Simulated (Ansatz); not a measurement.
# BSiH$_{4}$O$_{2}$F: molecular dynamics (part 5 of 5)

The same run, continued: BSiH$_{4}$O$_{2}$F; RKS PBE0/6-31G* (Ansatz 0.2.0). It belongs to a series of runs on one base structure; here: dynamics from the highest image of the converged band.

Geometry of the input (Å):
```
O  -1.6294  0.6499  0.2182
B  -0.4075  1.2841  0.2117
F  -0.3468  2.5981  0.3957
O  0.7541  0.6309  -0.0448
Si 0.8642  -1.0037  -0.3914
H  -1.9061  0.2465  1.0459
H  2.3116  -1.3174  -0.4721
H  0.1979  -1.3233  -1.6800
H  0.2506  -1.8114  0.6998
```

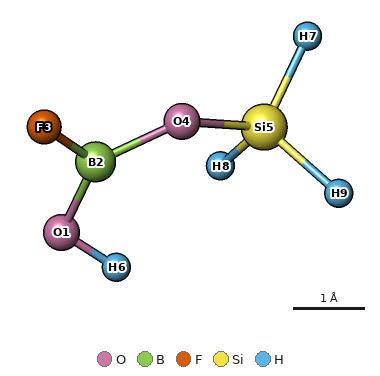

**Figure 1.** The geometry at step 175 of the log (ball-and-stick view, seen at a tilt; atoms are numbered from 1 in the order of the input).

### Trajectory as extended XYZ, continued
```
9
Properties=species:S:1:pos:R:3:forces:R:3 step=150 time_fs=75.0 energy=-15423.03911 temperature=433.3
O    -1.7005    0.7696    0.2424   -0.6970  -0.7640  -0.1613
B    -0.4534    1.2768    0.2679    0.5939   0.0999  -0.8910
F    -0.3187    2.5946    0.3314   -0.0754   0.0507   0.4356
O     0.6896    0.5489    0.0831    0.2881   0.2831   0.0579
Si    0.9343   -1.0071   -0.4055   -1.0651  -0.0350  -0.0179
H    -1.7654   -0.1543   -0.0778    0.1559   0.7266   0.4002
H     2.0408   -1.2175   -1.3286    0.6470   0.1655  -0.0872
H    -0.2704   -1.3664   -1.2339    0.0095  -0.1933   0.2262
H     1.0085   -1.8244    0.8186    0.1432  -0.3334   0.0375
9
Properties=species:S:1:pos:R:3:forces:R:3 step=152 time_fs=76.0 energy=-15423.03091 temperature=424.3
O    -1.7075    0.7705    0.2375   -0.3888  -0.6354  -0.0273
B    -0.4569    1.2777    0.2684    0.5941   0.0853  -0.9079
F    -0.3142    2.5946    0.3343   -0.1166   0.0208   0.4121
O     0.6876    0.5465    0.0792    0.1608   0.4549   0.1302
Si    0.9370   -1.0060   -0.4041   -1.1734  -0.1276  -0.1819
H    -1.7355   -0.1703   -0.0244    0.0141   0.6013   0.2618
H     2.0252   -1.2303   -1.3431    0.7110   0.1825  -0.0899
H    -0.2714   -1.3682   -1.2352    0.0458  -0.1877   0.3068
H     1.0180   -1.8113    0.8225    0.1530  -0.3939   0.0961
9
Properties=species:S:1:pos:R:3:forces:R:3 step=155 time_fs=77.5 energy=-15423.01636 temperature=408.2
O    -1.7185    0.7712    0.2302    0.1128  -0.3331   0.1763
B    -0.4611    1.2792    0.2676    0.5153   0.0973  -0.9179
F    -0.3077    2.5946    0.3391   -0.1675  -0.0203   0.3667
O     0.6848    0.5434    0.0736   -0.0122   0.6812   0.2325
Si    0.9402   -1.0044   -0.4022   -1.0963  -0.3594  -0.4404
H    -1.6910   -0.1843    0.0598   -0.2028   0.2854   0.0600
H     2.0142   -1.2462   -1.3662    0.6192   0.2371   0.0426
H    -0.2719   -1.3743   -1.2315    0.0715  -0.1819   0.3826
H     1.0349   -1.7986    0.8302    0.1599  -0.4065   0.0975
9
Properties=species:S:1:pos:R:3:forces:R:3 step=158 time_fs=79.0 energy=-15422.99467 temperature=384.2
O    -1.7293    0.7714    0.2231    0.5978  -0.2169   0.3205
B    -0.4643    1.2809    0.2649    0.3763   0.1292  -0.9149
F    -0.3013    2.5946    0.3442   -0.2077  -0.0488   0.3128
O     0.6819    0.5413    0.0683   -0.1469   0.8469   0.3178
Si    0.9427   -1.0031   -0.4007   -0.8085  -0.6577  -0.6300
H    -1.6508   -0.1918    0.1455   -0.4022   0.1469  -0.0663
H     2.0164   -1.2570   -1.3883    0.3854   0.3133   0.2724
H    -0.2710   -1.3842   -1.2196    0.0527  -0.1850   0.3924
H     1.0553   -1.7946    0.8398    0.1531  -0.3280  -0.0049
9
Properties=species:S:1:pos:R:3:forces:R:3 step=160 time_fs=80.0 energy=-15422.97597 temperature=363.6
O    -1.7361    0.7714    0.2186    0.8994  -0.3078   0.4035
B    -0.4660    1.2822    0.2622    0.2687   0.1459  -0.9054
F    -0.2972    2.5946    0.3479   -0.2311  -0.0580   0.2743
O     0.6799    0.5405    0.0650   -0.2097   0.9138   0.3596
Si    0.9439   -1.0025   -0.3999   -0.5656  -0.8495  -0.6804
H    -1.6285   -0.1949    0.2020   -0.5299   0.2290  -0.1295
H     2.0228   -1.2605   -1.4001    0.2121   0.3614   0.4227
H    -0.2698   -1.3931   -1.2070    0.0155  -0.1932   0.3624
H     1.0707   -1.7960    0.8463    0.1405  -0.2417  -0.1072
9
Properties=species:S:1:pos:R:3:forces:R:3 step=162 time_fs=81.0 energy=-15422.95631 temperature=341.9
O    -1.7424    0.7712    0.2144    1.1703  -0.4505   0.4975
B    -0.4675    1.2836    0.2586    0.1604   0.1502  -0.8870
F    -0.2932    2.5945    0.3516   -0.2539  -0.0591   0.2346
O     0.6778    0.5402    0.0619   -0.2501   0.9418   0.3859
Si    0.9450   -1.0022   -0.3994   -0.3259  -1.0045  -0.6630
H    -1.6113   -0.1958    0.2573   -0.6468   0.3747  -0.2009
H     2.0313   -1.2606   -1.4078    0.0600   0.3979   0.5365
H    -0.2684   -1.4038   -1.1910   -0.0366  -0.2054   0.3081
H     1.0874   -1.7996    0.8517    0.1226  -0.1452  -0.2116
9
Properties=species:S:1:pos:R:3:forces:R:3 step=165 time_fs=82.5 energy=-15422.93620 temperature=319.8
O    -1.7504    0.7704    0.2086    1.4710  -0.5276   0.6424
B    -0.4694    1.2859    0.2517    0.0133   0.1266  -0.8362
F    -0.2875    2.5944    0.3575   -0.2910  -0.0471   0.1733
O     0.6743    0.5409    0.0577   -0.2722   0.9082   0.3930
Si    0.9464   -1.0024   -0.3990   -0.0379  -1.1288  -0.5295
H    -1.5973   -0.1900    0.3363   -0.7606   0.4847  -0.3154
H     2.0447   -1.2535   -1.4097   -0.0904   0.4207   0.6023
H    -0.2671   -1.4236   -1.1616   -0.1230  -0.2250   0.1986
H     1.1147   -1.8074    0.8559    0.0909  -0.0117  -0.3287
9
Properties=species:S:1:pos:R:3:forces:R:3 step=168 time_fs=84.0 energy=-15422.94056 temperature=324.6
O    -1.7565    0.7688    0.2036    1.5940  -0.2730   0.7151
B    -0.4713    1.2886    0.2432   -0.0977   0.0667  -0.7477
F    -0.2821    2.5942    0.3636   -0.3348  -0.0234   0.1093
O     0.6705    0.5428    0.0540   -0.2547   0.7871   0.3602
Si    0.9478   -1.0034   -0.3990    0.0955  -1.1033  -0.3152
H    -1.5996   -0.1744    0.4086   -0.7564   0.2991  -0.3730
H     2.0564   -1.2375   -1.3988   -0.1248   0.4015   0.5247
H    -0.2685   -1.4482   -1.1280   -0.1822  -0.2330   0.0856
H     1.1439   -1.8156    0.8531    0.0611   0.0784  -0.3589
9
Properties=species:S:1:pos:R:3:forces:R:3 step=170 time_fs=85.0 energy=-15422.95549 temperature=341.0
O    -1.7593    0.7676    0.2009    1.5768   0.0436   0.6921
B    -0.4727    1.2904    0.2366   -0.1459   0.0075  -0.6628
F    -0.2787    2.5940    0.3677   -0.3686  -0.0041   0.0644
O     0.6678    0.5447    0.0518   -0.2238   0.6629   0.3175
Si    0.9487   -1.0046   -0.3992    0.0748  -1.0087  -0.1559
H    -1.6101   -0.1601    0.4525   -0.6911   0.0491  -0.3544
H     2.0627   -1.2219   -1.3851   -0.0827   0.3676   0.3977
H    -0.2715   -1.4674   -1.1044   -0.1856  -0.2233   0.0236
H     1.1642   -1.8202    0.8470    0.0462   0.1054  -0.3222
9
Properties=species:S:1:pos:R:3:forces:R:3 step=172 time_fs=86.0 energy=-15422.97362 temperature=361.0
O    -1.7612    0.7664    0.1985    1.4994   0.3672   0.6249
B    -0.4742    1.2922    0.2295   -0.1718  -0.0650  -0.5536
F    -0.2754    2.5939    0.3719   -0.4058   0.0157   0.0172
O     0.6649    0.5470    0.0498   -0.1789   0.5096   0.2602
Si    0.9497   -1.0061   -0.3994   -0.0330  -0.8648  -0.0014
H    -1.6273   -0.1453    0.4929   -0.5975  -0.1915  -0.3064
H     2.0683   -1.2029   -1.3677    0.0022   0.3211   0.2237
H    -0.2762   -1.4887   -1.0806   -0.1515  -0.1975  -0.0220
H     1.1848   -1.8238    0.8378    0.0369   0.1051  -0.2426
9
Properties=species:S:1:pos:R:3:forces:R:3 step=175 time_fs=87.5 energy=-15422.99544 temperature=385.0
O    -1.7624    0.7650    0.1957    1.3092   0.6191   0.5333
B    -0.4767    1.2948    0.2179   -0.1684  -0.1870  -0.3404
F    -0.2710    2.5937    0.3782   -0.4666   0.0404  -0.0581
O     0.6604    0.5509    0.0471   -0.0887   0.2391   0.1529
Si    0.9511   -1.0090   -0.3997   -0.3066  -0.5916   0.1908
H    -1.6634   -0.1268    0.5482   -0.4452  -0.2953  -0.2753
H     2.0770   -1.1687   -1.3382    0.1673   0.2404  -0.0771
H    -0.2858   -1.5241   -1.0453   -0.0350  -0.1280  -0.0621
H     1.2166   -1.8274    0.8200    0.0341   0.0628  -0.0641
9
Properties=species:S:1:pos:R:3:forces:R:3 step=178 time_fs=89.0 energy=-15422.99994 temperature=389.9
O    -1.7618    0.7644    0.1936    1.0363   0.5010   0.5448
B    -0.4796    1.2971    0.2057   -0.1169  -0.2943  -0.0733
F    -0.2671    2.5935    0.3844   -0.5302   0.0501  -0.1381
O     0.6557    0.5552    0.0446    0.0191  -0.0580   0.0305
Si    0.9523   -1.0122   -0.3999   -0.5752  -0.3047   0.3005
H    -1.7091   -0.1141    0.5973   -0.2804  -0.0223  -0.3828
H     2.0893   -1.1293   -1.3102    0.2834   0.1633  -0.3327
H    -0.2961   -1.5622   -1.0113    0.1243  -0.0331  -0.0840
H     1.2490   -1.8298    0.8009    0.0397  -0.0021   0.1350
9
Properties=species:S:1:pos:R:3:forces:R:3 step=180 time_fs=90.0 energy=-15422.99078 temperature=379.8
O    -1.7606    0.7644    0.1927    0.8026   0.3493   0.5789
B    -0.4816    1.2982    0.1974   -0.0602  -0.3386   0.1251
F    -0.2649    2.5935    0.3884   -0.5722   0.0436  -0.1934
O     0.6527    0.5580    0.0430    0.0932  -0.2578  -0.0529
Si    0.9528   -1.0146   -0.3999   -0.6606  -0.1327   0.3201
H    -1.7432   -0.1063    0.6257   -0.1497   0.2216  -0.4943
H     2.1007   -1.1011   -1.2952    0.2784   0.1175  -0.4287
H    -0.3017   -1.5881   -0.9897    0.2264   0.0335  -0.0990
H     1.2711   -1.8312    0.7895    0.0421  -0.0364   0.2442
9
Properties=species:S:1:pos:R:3:forces:R:3 step=182 time_fs=91.0 energy=-15422.97441 temperature=361.8
O    -1.7589    0.7646    0.1920    0.5427   0.2715   0.5731
B    -0.4837    1.2991    0.1893    0.0087  -0.3528   0.3300
F    -0.2629    2.5934    0.3923   -0.6124   0.0250  -0.2491
O     0.6496    0.5607    0.0413    0.1638  -0.4502  -0.1334
Si    0.9531   -1.0170   -0.3998   -0.6275   0.0133   0.3076
H    -1.7786   -0.0964    0.6493   -0.0085   0.3748  -0.5704
H     2.1147   -1.0716   -1.2843    0.1887   0.0728  -0.4498
H    -0.3051   -1.6137   -0.9689    0.3067   0.0942  -0.1197
H     1.2936   -1.8331    0.7805    0.0378  -0.0487   0.3117
9
Properties=species:S:1:pos:R:3:forces:R:3 step=185 time_fs=92.5 energy=-15422.94182 temperature=325.7
O    -1.7558    0.7653    0.1917    0.1688   0.4226   0.4049
B    -0.4868    1.2998    0.1776    0.1231  -0.3174   0.6313
F    -0.2605    2.5934    0.3980   -0.6662  -0.0238  -0.3313
O     0.6453    0.5641    0.0387    0.2549  -0.7101  -0.2426
Si    0.9532   -1.0205   -0.3994   -0.3538   0.1844   0.2749
H    -1.8316   -0.0750    0.6746    0.1754   0.2998  -0.5228
H     2.1385   -1.0263   -1.2758   -0.0745  -0.0041  -0.3643
H    -0.3047   -1.6502   -0.9401    0.3625   0.1607  -0.1651
H     1.3280   -1.8366    0.7724    0.0098  -0.0121   0.3149
9
Properties=species:S:1:pos:R:3:forces:R:3 step=188 time_fs=94.0 energy=-15422.89748 temperature=276.8
O    -1.7525    0.7666    0.1919   -0.1131   0.8282   0.0602
B    -0.4897    1.2999    0.1672    0.2403  -0.2315   0.9053
F    -0.2589    2.5933    0.4033   -0.7074  -0.0888  -0.4075
O     0.6413    0.5666    0.0357    0.3207  -0.9193  -0.3312
Si    0.9531   -1.0239   -0.3988    0.0960   0.3185   0.2846
H    -1.8810   -0.0476    0.6889    0.2675  -0.0727  -0.2854
H     2.1607   -0.9812   -1.2750   -0.3866  -0.1011  -0.2152
H    -0.2965   -1.6834   -0.9149    0.3286   0.1856  -0.2258
H     1.3625   -1.8403    0.7710   -0.0460   0.0811   0.2151
9
Properties=species:S:1:pos:R:3:forces:R:3 step=190 time_fs=95.0 energy=-15422.86123 temperature=236.8
O    -1.7503    0.7680    0.1921   -0.2547   1.0779  -0.1732
B    -0.4913    1.2997    0.1613    0.3188  -0.1604   1.0639
F    -0.2583    2.5932    0.4066   -0.7248  -0.1334  -0.4525
O     0.6389    0.5676    0.0335    0.3480  -1.0240  -0.3754
Si    0.9530   -1.0260   -0.3983    0.4205   0.4013   0.3265
H    -1.9108   -0.0297    0.6947    0.2842  -0.3213  -0.1133
H     2.1713   -0.9521   -1.2773   -0.5596  -0.1737  -0.1240
H    -0.2871   -1.7034   -0.9006    0.2607   0.1774  -0.2705
H     1.3851   -1.8419    0.7728   -0.0931   0.1562   0.1184
9
Properties=species:S:1:pos:R:3:forces:R:3 step=192 time_fs=96.0 energy=-15422.82551 temperature=197.4
O    -1.7483    0.7700    0.1922   -0.3982   1.1729  -0.3143
B    -0.4927    1.2994    0.1563    0.3983  -0.0885   1.1985
F    -0.2580    2.5930    0.4096   -0.7324  -0.1734  -0.4909
O     0.6366    0.5680    0.0310    0.3612  -1.0976  -0.4056
Si    0.9530   -1.0280   -0.3976    0.7156   0.4846   0.3891
H    -1.9379   -0.0148    0.6994    0.3031  -0.4293  -0.0241
H     2.1766   -0.9248   -1.2808   -0.6739  -0.2465  -0.0605
H    -0.2753   -1.7216   -0.8890    0.1672   0.1524  -0.3134
H     1.4067   -1.8420    0.7757   -0.1408   0.2254   0.0213
9
Properties=species:S:1:pos:R:3:forces:R:3 step=195 time_fs=97.5 energy=-15422.78587 temperature=153.7
O    -1.7458    0.7744    0.1921   -0.6718   0.9671  -0.2903
B    -0.4941    1.2988    0.1508    0.5139   0.0050   1.3470
F    -0.2583    2.5925    0.4137   -0.7229  -0.2167  -0.5334
O     0.6337    0.5673    0.0269    0.3528  -1.1452  -0.4207
Si    0.9536   -1.0307   -0.3964    1.0287   0.6049   0.4916
H    -1.9729    0.0003    0.7057    0.3955  -0.2642  -0.1068
H     2.1723   -0.8883   -1.2870   -0.7085  -0.3432  -0.0368
H    -0.2548   -1.7463   -0.8773    0.0114   0.0986  -0.3618
H     1.4366   -1.8380    0.7802   -0.1991   0.2936  -0.0889
9
Properties=species:S:1:pos:R:3:forces:R:3 step=198 time_fs=99.0 energy=-15422.76967 temperature=135.8
O    -1.7442    0.7801    0.1915   -0.9472   0.6235  -0.1424
B    -0.4944    1.2981    0.1481    0.6016   0.0639   1.4223
F    -0.2595    2.5919    0.4172   -0.6871  -0.2337  -0.5549
O     0.6313    0.5651    0.0222    0.3083  -1.1139  -0.3964
Si    0.9550   -1.0329   -0.3948    1.1145   0.6911   0.5626
H    -1.9993    0.0099    0.7096    0.5221   0.0244  -0.2867
H     2.1530   -0.8592   -1.2942   -0.5743  -0.4095  -0.1067
H    -0.2340   -1.7690   -0.8733   -0.1123   0.0543  -0.3721
H     1.4622   -1.8278    0.7830   -0.2256   0.2998  -0.1256
9
Properties=species:S:1:pos:R:3:forces:R:3 step=200 time_fs=100.0 energy=-15422.77302 temperature=139.5
O    -1.7438    0.7844    0.1910   -1.0488   0.5133  -0.1002
B    -0.4940    1.2977    0.1478    0.6272   0.0774   1.4283
F    -0.2607    2.5913    0.4192   -0.6491  -0.2293  -0.5567
O     0.6299    0.5628    0.0187    0.2594  -1.0495  -0.3582
Si    0.9563   -1.0341   -0.3935    1.0301   0.7108   0.5731
H    -2.0109    0.0161    0.7091    0.5608   0.0961  -0.3339
H     2.1331   -0.8447   -1.3002   -0.4052  -0.4314  -0.1998
H    -0.2213   -1.7833   -0.8751   -0.1541   0.0455  -0.3492
H     1.4766   -1.8174    0.7833   -0.2203   0.2672  -0.1035
```

### Results in brief

| quantity | value |
| --- | --- |
| outcome | finished |
| mean temperature over the second half | 280 K |
| trajectory | 200 steps, 100 fs |
| ensemble | nve |
| temperature in the input | 300.0 K |
| time step | 0.5 fs |
| potential energy (last step) | −15422.7730 eV |
| mean-field energy (last step) | −15422.7730 eV |
| largest force (length of the vector) (last step) | 1.562 eV/Å |
| hardware | 2 threads of AMD EPYC (Zen 4), 16 GiB of memory available, shared host |
| wall time | 3.9 min (CPU time 7.6 min) |
| peak memory | 0.2 GiB |

### Notes

So short a trajectory is not equilibrated.
